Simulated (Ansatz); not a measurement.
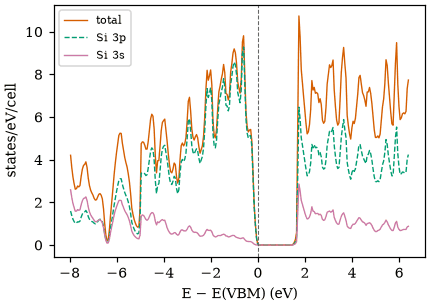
Fig. 1. Total and projected density of states of Si in space group P4_32_12 (No. 96; Si on 4a, Si on 8b), r²SCAN in the plane-wave PAW code Ansatz

**Question.** Which orbitals carry the states next to the gap?

**Answer.** Top 1 eV of the valence band: Si 3p 94 %. Bottom 1 eV of the conduction band: Si 3p 61 %, Si 3s 24 %, outside the projected shells 14 %. Projections are on Löwdin-orthogonalised atomic valence shells; empty p or d shells of many metals are not among them.

**Question.** Where is the tallest occupied peak in this window, and what makes it?

**Answer.** Near -0.6 eV, about 9.8 states/eV per cell; the largest projected share is Si 3p.

The start of the workflow was typed in or built on a structure type; neither database checked (COD, Materials Project) lists it. It is not the phase usual at ambient conditions (space group No. 227). The cell was relaxed with r²SCAN under the symmetry of its start; whether a distortion lowers the energy is not shown.

Potentials: the earlier of the program's two PAW sets.
